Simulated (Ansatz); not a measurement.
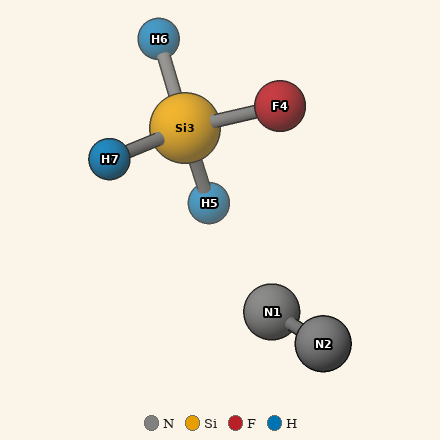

The system is the pair N₂···FH₃Si; the picture shows the reference structure. The turn is about an axis along (0.76, −0.64, 0.12) in the frame of the relaxed pair, normal to the line between the partners. The first coordinate is: distance Si3···N1; the second: turn of N1, N2 about Si3. The scan uses an 11 × 11 grid. At 5 points there is no value. Points are written as (first, second). All energies are given in kcal/mol relative to the two partners far apart, frozen as in the relaxed pair, each in its own basis (no counterpoise correction). Energies and slopes of some neighbouring points disagree (a jump in structure or state, or too coarse a mesh). All numbers below come from RKS CAM-B3LYP-D4/def2-SVPD in Ansatz.

Its coordinates:

```tsv
atom	x (Å)	y (Å)	z (Å)
N	0.4449	0.1287	-2.2041
N	0.2872	-0.2472	-3.2206
Si	-0.1162	0.0654	1.1137
F	-0.9202	-1.0626	0.2333
H	1.3351	-0.1532	0.9160
H	-0.4984	-0.1326	2.5320
H	-0.5325	1.4016	0.6297
```

Range: distance Si3···N1 from 2.827 to 4.827 Å; turn of N1, N2 about Si3 from −120 to 120°.

> Predict the map.

The lowest grid point is at (3.198 Å, 120°), −2.1 kcal/mol from the two partners far apart, frozen as in the relaxed pair, each in its own basis (no counterpoise correction). It lies on the edge of the grid, but the force there points inwards, so the minimum lies inside the range. Other grid points that lie below all their neighbours: (3.382 Å, 0°) (0.14 kcal/mol higher). The highest grid point, (3.037 Å, −48°), lies 99.5 kcal/mol above the lowest.

```tsv
turn of N1, N2 about Si3 ↓, distance Si3···N1 →	2.827	2.907	3.037	3.198	3.382	3.585	3.805	4.041	4.290	4.553	4.827
120	−1.3	−1.7	−2.0	−2.1	−2.0	−1.7	−1.4	−1.1	−0.8	−0.5	−0.4
96	−0.1	−0.7	−1.4	−1.7	−1.8	−1.6	−1.4	−1.1	−0.8	−0.6	−0.4
72	4.4	2.9	1.1	−0.1	−0.8	−1.1	−1.1	−0.9	−0.7	−0.5	−0.3
48	5.9	4.0	1.9	0.4	−0.5	−0.9	−0.9	−0.8	−0.6	−0.4	−0.3
24	2.5	1.4	0.1	−0.8	−1.2	−1.2	−1.1	−0.9	−0.7	−0.5	−0.4
0	0.3	−0.5	−1.3	−1.8	−1.9	−1.8	−1.5	−1.2	−0.9	−0.6	−0.4
−24	23.6	17.8	10.8	5.2	1.7	−0.2	−1.0	−1.1	−1.0	−0.8	−0.6
−48	–	–	97.4	58.0	29.9	13.2	4.7	1.0	−0.3	−0.6	−0.6
−72	–	–	–	95.5	48.5	21.7	8.3	2.4	0.2	−0.4	−0.4
−96	80.5	62.4	40.3	22.7	11.1	4.6	1.4	0.0	−0.3	−0.3	−0.2
−120	9.1	6.5	3.5	1.3	0.0	−0.7	−0.8	−0.7	−0.5	−0.4	−0.2
```

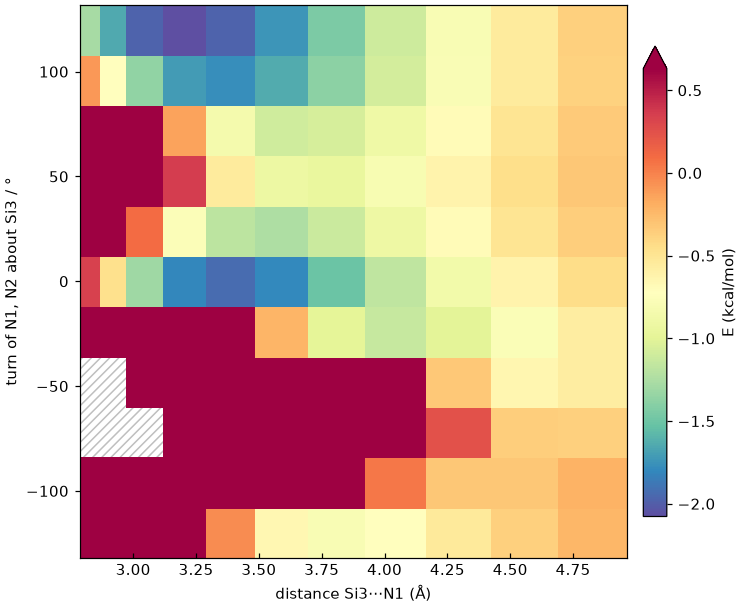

The picture shows one coloured cell a grid point, one colour for all values above the top of the scale, hatched blanks where no value was computed.

Each point was launched as `ansatz run input.yaml --threads 1 --pin off --max-ram 2560MiB --backend cpu --events-out ev --progress --plain --runs-dir out`. The whole map (116 points run) took 11 min on 1 thread of Arm Neoverse V1, with other jobs on the host.
